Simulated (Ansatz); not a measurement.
## Electronic structure of H₄OS₃Zr (SMILES [OH][Zr]([SH])([SH])[SH]) in real space

Input

```
crystal:
  periodic: [false, false, false]
  atoms:
    - {symbol: O, position_ang: [-1.219188, 0.442500, -1.399631]}
    - {symbol: Zr, position_ang: [-0.167767, -0.074031, 0.088619]}
    - {symbol: S, position_ang: [-0.487495, 1.322689, 2.061210]}
    - {symbol: S, position_ang: [-0.780274, -2.337349, 0.746406]}
    - {symbol: S, position_ang: [2.211863, 0.075636, -0.454256]}
    - {symbol: H, position_ang: [-1.828857, 0.870856, -1.995685]}
    - {symbol: H, position_ang: [-0.124311, 2.417976, 1.362421]}
    - {symbol: H, position_ang: [0.423747, -2.485920, 1.335166]}
    - {symbol: H, position_ang: [1.972282, -0.232359, -1.744250]}
basis:
  gaussian: {orbitals: def2-TZVPP}
hamiltonian: {xc: pbe0, dispersion: d4}
output: {orbitals: {seedname: orbitals}}
```

Command:

```sh
ansatz run in.yaml --threads 4 --pin off --events-out ev --progress --plain --max-ram 10444MiB
```

Geometry: PBE0-D4/def2-TZVP; core potentials replace the inner electrons of Zr.

All numbers below come from RKS PBE0-D4/def2-TZVPP in Ansatz.

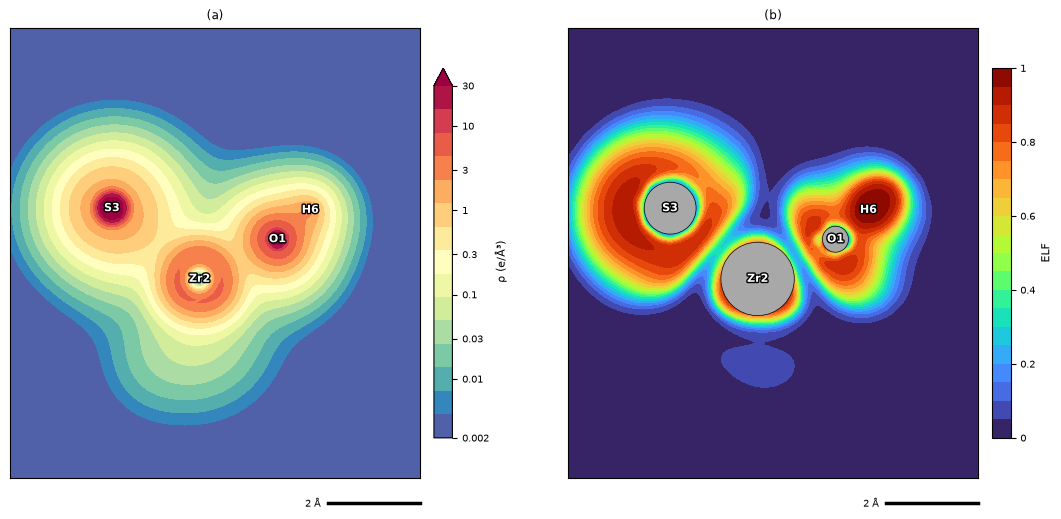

Figure 1. (a) electron density; (b) electron localisation function on the plane of atoms O1, Zr2 and S3. Grey discs cover the atomic cores in the ELF map.

Question: Describe what can be read from this map.

Answer:
- Atoms in the plane: O, Zr, S and H.
- Zr–O (1.89 Å): ρ is about 0.97 e/Å³ halfway; the ELF peaks at about 0.80 in the valence shell of O, 0.5 Å from its nucleus, and drops to about 0.25 between the two atoms.
- Zr–S (2.44 Å): ρ at the midpoint is about 0.58 e/Å³; the ELF peaks at about 0.90 in the valence shell of S, 0.9 Å from its nucleus, and is about 0.50 at the midpoint.
- O–H (0.95 Å): ρ at the midpoint is about 3.9 e/Å³; the ELF climbs to about 1 towards the hydrogen, as it does in any bond to H; a covalent bond by its length.

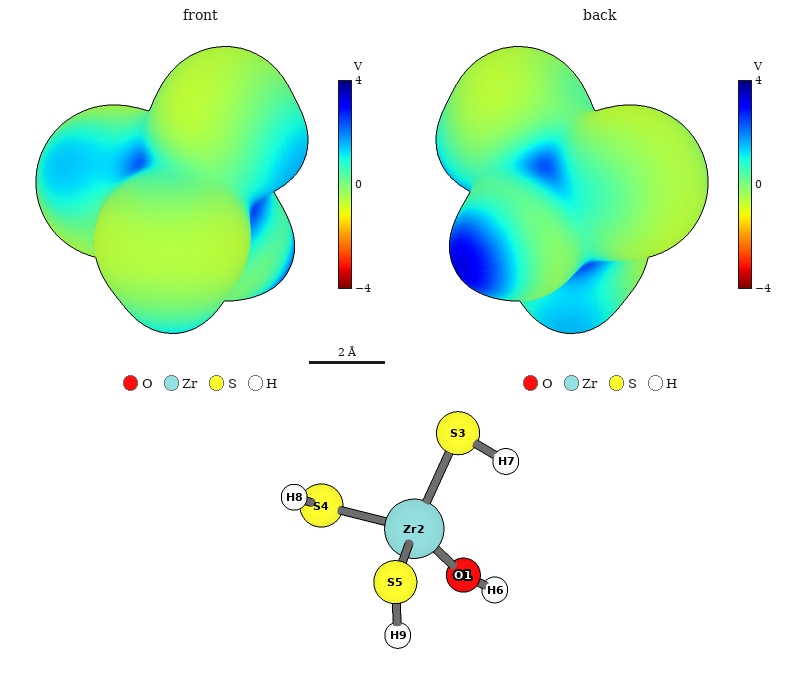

Figure 2. The molecular electrostatic potential painted on the density surface at 0.002 e/bohr³, seen from the front and from behind; red is negative and blue positive. The bare structure is drawn below in the same view.

Question: Describe the electrostatic potential map.

Answer: The most negative region (about −0.6 V, or −14 kcal/mol for a unit charge) lies over S3, S4 and S5, the most positive (about +3.2 V, or +74 kcal/mol for a unit charge) over H6.

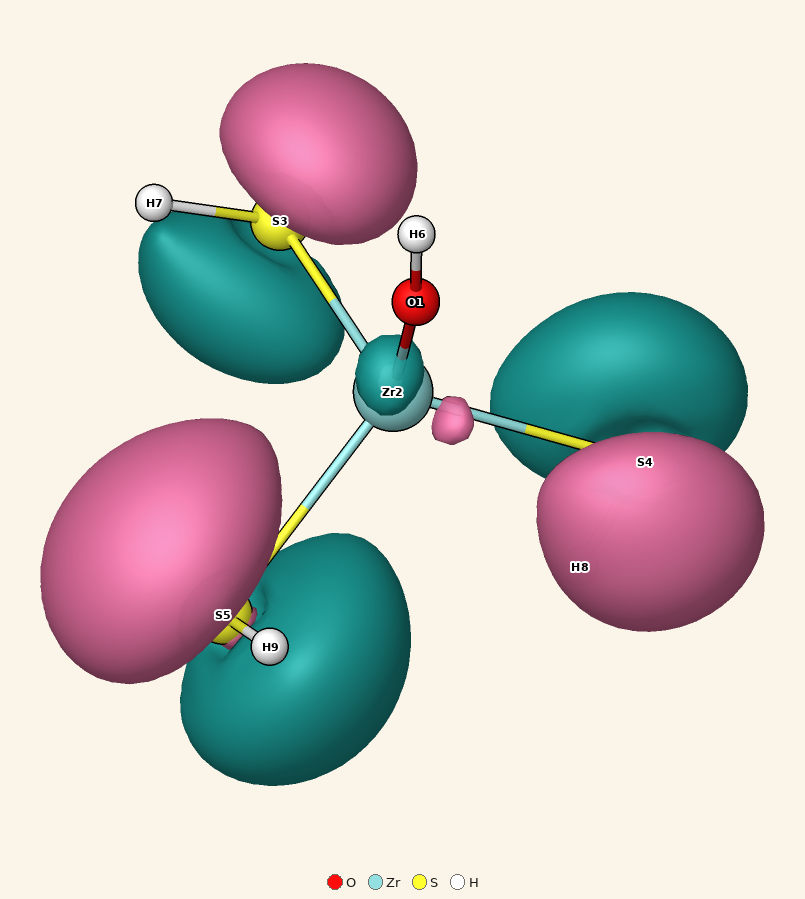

Figure 3. The HOMO at ±0.1 Å⁻³ᐟ² (teal and pink are the two phases), seen at an oblique angle.

Question: Where does this orbital lie, and at what energy?

Answer: It lies mainly on S5 (about 45 %), S4 (about 25 %), S3 (about 15 %) and Zr2 (about 10 %); largely a combination of lone pairs on S5, S4 and S3. Its energy is −7.52 eV.

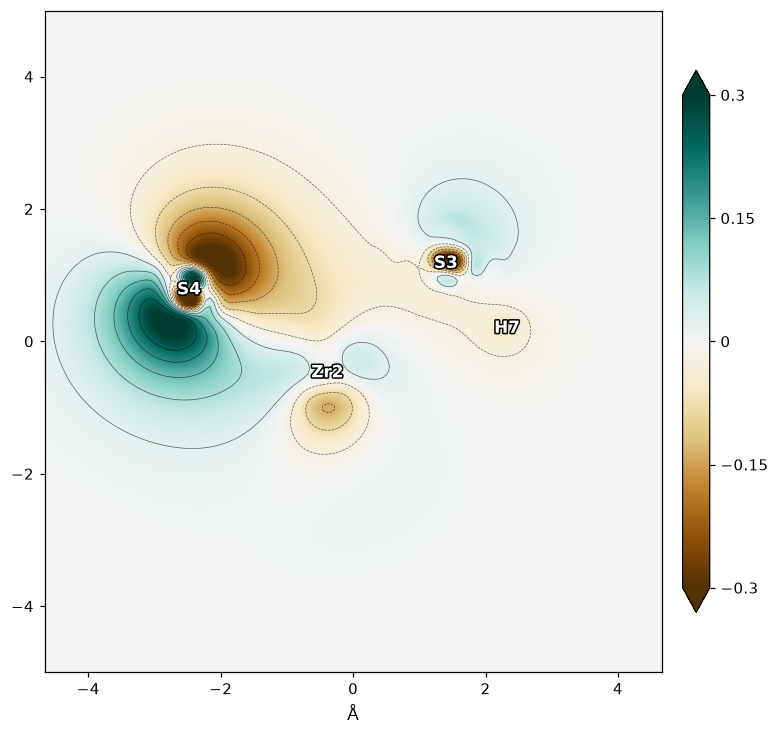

Figure 4. The HOMO−1 on the plane of atoms S3, Zr2 and S4 (values in Å⁻³ᐟ²; the overall sign is arbitrary).

Question: Describe this orbital and give its energy.

Answer: It lies mainly on S3 (about 55 %), S4 (about 25 %) and Zr2 (about 10 %); largely a combination of lone pairs on S3 and S4. Its energy is −7.80 eV.
